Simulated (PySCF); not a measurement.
**SF6 (sulfur hexafluoride) at 3 levels**

Wanted: a comparison of 3 runs (MP2/def2-SVP, MP2/ma-def2-SVP, MP2/def2-SVPD) of SF6 (sulfur hexafluoride). 

The results are computed with PySCF 2.14.0.

## (1) Starting point

The species is SF6 (7 atoms), meant as a singlet with charge 0. SMILES: `FS(F)(F)(F)(F)F`. The coordinates come from a GFN2-xTB relaxation.

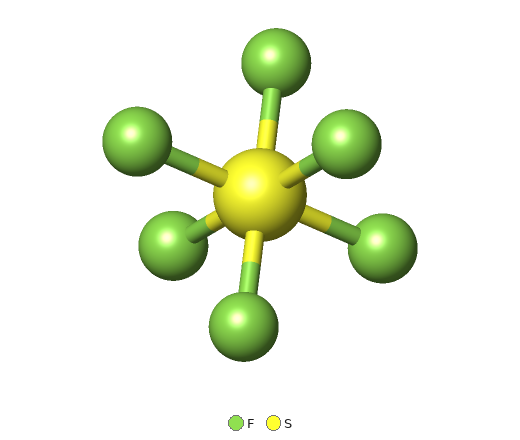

The structure, seen from a chosen angle (fluorine green, sulfur yellow).

## (2) A single-point energy at MP2/def2-SVP (run 1)

Input file job.py:

```python
from pyscf import gto, scf, mp

mol = gto.M(
    atom='''
F     -0.575340    -1.329720     0.656500
S     -0.000020     0.000060     0.000020
F      1.183370     0.012840     1.061880
F     -1.182600    -0.012690    -1.062560
F      0.574230     1.329720    -0.655870
F     -0.892920     0.873020     0.984420
F      0.893280    -0.873220    -0.984390
''',
    basis='def2-svp',
    charge=0,
    max_memory=1860,
    spin=0,
    verbose=3,
)

hf = scf.RHF(mol)
hf.conv_tol = 1e-10
hf.kernel()
if not hf.converged:
    hf = hf.newton().run(hf.mo_coeff, hf.mo_occ)

pt = mp.MP2(hf, frozen=11).run()
e_final = pt.e_tot
print(f'total energy: {e_final:.8f} hartree')
```

Run with:

```
$ OMP_NUM_THREADS=1 python job.py
```

Log:

```text
converged SCF energy = -993.367767927178
E(RMP2) = -994.660509363279  E_corr = -1.29274143610084
E(SCS-RMP2) = -994.604593756037  E_corr = -1.23682582885902
total energy: -994.66050936 hartree
```

It took 3.3 s on 1 thread of Arm Neoverse V1, shared host; peak memory 0.3 GiB.

## (3) A single-point energy at MP2/ma-def2-SVP (run 2)

Input file calc.py:

```python
from pyscf import gto, scf, mp

mol = gto.M(
    atom='''
F     -1.087235    -2.512807     1.240605
S     -0.000038     0.000113     0.000038
F      2.236245     0.024264     2.006662
F     -2.234790    -0.023981    -2.007947
F      1.085137     2.512807    -1.239415
F     -1.687374     1.649769     1.860284
F      1.688055    -1.650147    -1.860227
''',
    spin=0,
    max_memory=1860,
    charge=0,
    verbose=3,
    unit='bohr',
    basis='ma-def2-svp',
)

calc0 = scf.RHF(mol)
calc0.conv_tol = 1e-10
calc0.kernel()
if not calc0.converged:
    calc0 = calc0.newton().run(calc0.mo_coeff, calc0.mo_occ)

pt = mp.MP2(calc0, frozen=11).run()
etot = pt.e_tot
print(f'total energy: {etot:.8f} hartree')
```

Run with:

```
$ OMP_NUM_THREADS=1 python calc.py
```

Log:

```text
converged SCF energy = -993.387502365138
E(RMP2) = -994.707410816852  E_corr = -1.31990845171364
E(SCS-RMP2) = -994.649891619678  E_corr = -1.26238925454019
total energy: -994.70741082 hartree
```

Run time: 6.6 s. Hardware: 1 thread of Arm Neoverse V1, shared host; peak memory 0.57 GiB.

## (4) The energy at MP2/def2-SVPD (run 3)

Input file start.xyz:

```xyz
7
F6S
F     -0.575340    -1.329720     0.656500
S     -0.000020     0.000060     0.000020
F      1.183370     0.012840     1.061880
F     -1.182600    -0.012690    -1.062560
F      0.574230     1.329720    -0.655870
F     -0.892920     0.873020     0.984420
F      0.893280    -0.873220    -0.984390
```

Input file input.py:

```python
from pyscf import gto, scf, mp

mol = gto.M(
    atom='start.xyz',
    max_memory=1860,
    verbose=3,
    basis='def2-svpd',
)

myscf = scf.RHF(mol)
myscf.conv_tol = 1e-10
myscf.kernel()
if not myscf.converged:
    myscf = myscf.newton().run(myscf.mo_coeff, myscf.mo_occ)

pt = mp.MP2(myscf, frozen=11).run()
energy = pt.e_tot
print(f'total energy: {energy:.8f} hartree')
```

Run with:

```
$ OMP_NUM_THREADS=1 python input.py
```

Log:

```text
converged SCF energy = -993.421168244409
E(RMP2) = -994.782914508623  E_corr = -1.3617462642137
E(SCS-RMP2) = -994.722221459066  E_corr = -1.30105321465723
total energy: -994.78291451 hartree
```

It took 14 s on 1 thread of Arm Neoverse V1, shared host; peak memory 1.2 GiB.

## (5) Overview of the runs

```
run            level  energy (Eh)  dipole moment (D) of the reference  HOMO energy (eV)  LUMO energy (eV)  wall time
  1     MP2/def2-SVP  -994.660509                                0.00            -18.80              2.92      3.3 s
  2  MP2/ma-def2-SVP  -994.707411                                0.00            -18.95              1.78      6.6 s
  3    MP2/def2-SVPD  -994.782915                                0.00            -18.75              1.74       14 s
```

## (6) Summary of results

| quantity | value |
| --- | --- |
| run 3: total energy | -994.78291 Eh |
| run 3: dipole moment (Hartree–Fock density) | 0.00 D |
| run 3: HOMO energy (Hartree–Fock orbitals) | -18.75 eV |
| run 3: LUMO energy (Hartree–Fock orbitals) | 1.74 eV |
| run 3: HOMO–LUMO gap (Hartree–Fock orbitals) | 20.49 eV |
| run 3: correlation energy (11 core orbitals frozen) | -1361.7 mEh |

In words: Over the runs the total energy spans 3.331 eV. All runs together took 24 s, the longest 14 s.
